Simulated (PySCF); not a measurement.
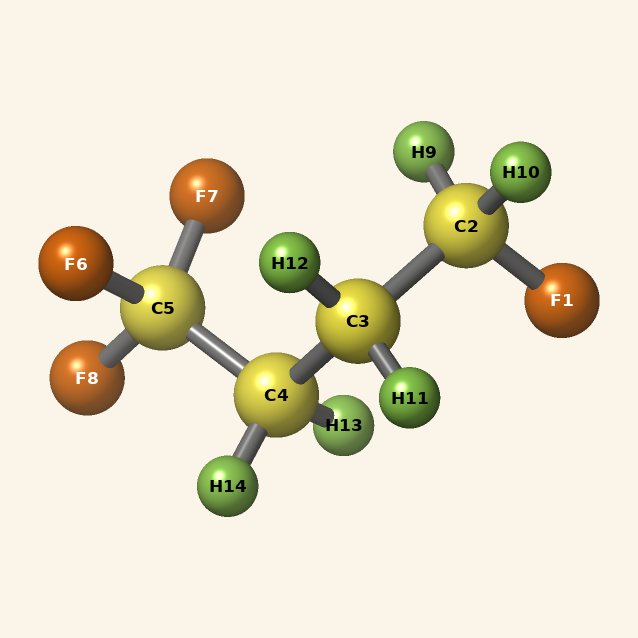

Computed geometry: GFN2-xTB optimisation. No frequency run is at hand to confirm it as a minimum. Properties computed with B3LYP/pcJ-1 indirect spin-spin coupling, non-relativistic, gas phase (PySCF 2.14.0). Isotopes: 13C, 19F, 1H.

Give the spin–spin coupling constants of these pairs, with the number of bonds between them: C5/F7, F1/C4, F1/H12, C3/F7, C3/F6.

| pair | bonds apart | J (Hz) |
| --- | --- | --- |
| C5, F7 | 1 | −345.5 |
| F1, C4 | 3 | 2.4 |
| F1, H12 | 3 | 40.6 |
| C3, F7 | 3 | −2.4 |
| C3, F6 | 3 | 1.1 |

Density functionals are unreliable for couplings to fluorine, so those rows may be far off.
